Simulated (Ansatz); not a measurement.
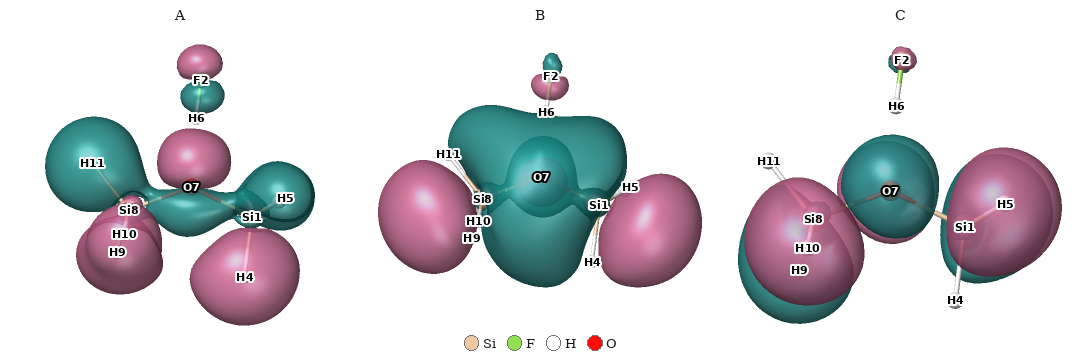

H6OSi2···HF. Three frontier orbitals at ±0.06 Å⁻³ᐟ² (teal and pink are the two phases), in no order.

The product side of a reaction path; geometry: PBE0-D4/def2-TZVP; a saddle point, not a minimum.

Level of theory: Ansatz 0.2.0, RKS PBE0-D4/def2-TZVPP.

```xyz
11

Si   -1.2174    0.9269   -0.4251
F     1.7953    0.0724   -2.1872
H    -0.7763    2.3017   -0.7509
H    -2.0685    0.9305    0.7926
H    -1.9561    0.3338   -1.5631
H     1.2368    0.0275   -1.4366
O     0.1294    0.0021   -0.1225
Si    0.6085   -0.9463    1.1533
H     0.6179   -0.1321    2.3938
H    -0.3365   -2.0795    1.3102
H     1.9669   -1.4369    0.8354
```

Q: Which picture is the HOMO−1, the HOMO and the LUMO?

A: A is the HOMO−1 (−9.67 eV). Its weight (Hirshfeld) is mainly on O7 (about 25 %), Si8 (about 15 %), H4 (about 15 %), Si1 (about 15 %) and H11 (about 10 %). C is the HOMO (−9.27 eV). It lies mainly on O7 (about 30 %), Si8 (about 15 %), Si1 (about 15 %), H10 (about 10 %), H5 (about 10 %) and H3 (about 10 %). B is the LUMO (−0.75 eV). It lies mainly on Si8 (about 30 %), Si1 (about 30 %) and O7 (about 10 %).

Q: What is the HOMO–LUMO gap?

A: 8.52 eV between the orbital energies.
